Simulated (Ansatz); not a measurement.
# A thicker film of Mg2Ge (111) from two thinner ones

In a field along its normal an insulating film takes a dipole p. Written as a length, p/(ε₀AE), it should grow by 1 − 1/ε for each ångström added.

**Method.** Ansatz 0.2.0, plane waves with PAW datasets (its set soft_2), PBEsol; antifluorite films relaxed at a bulk in-plane lattice constant near the measured one, then held in weak fields of both signs with a dipole correction (A is the cell's area, E the outer field).

| run | distance between the outer atoms (Å) | p/(ε₀AE) (Å) |
| --- | --- | --- |
| 2 units | 5.120 | 8.084 |
| 3 units | 8.802 | 11.598 |
| 5 units | 16.143 | ? |

**Question.** What value belongs in the row marked “?”, and how far can the other rows tell?

Two rows fix a line: slope = (11.598 − 8.084) / (8.802 − 5.120) = 0.9544, intercept 3.1974. That slope means ε = 1/(1 − 0.9544) = 21.93. At 16.143 it gives 0.9544 × 16.143 + 3.1974 = 18.604 Å, beyond the rows fitted. Rounding of the rows alone allows about ±0.005 Å there; two rows can't show whether the line holds.

The run itself gives 18.545 Å: a miss of −0.059 Å, or 0.3 % of the value. The length is met to within 1 %, though ε is more sensitive than the length: the two thickest films give ε = 18.63.

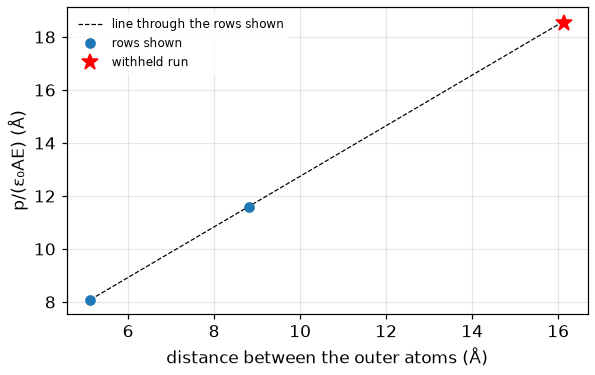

The fit and the withheld run.

Caveats: This is the electronic response alone. A unit is one step of the cut along the normal (a plane, a pair of planes or a cell), and the layers relax along it, away from their bulk spacing where the functional's lattice constant differs from the one held.
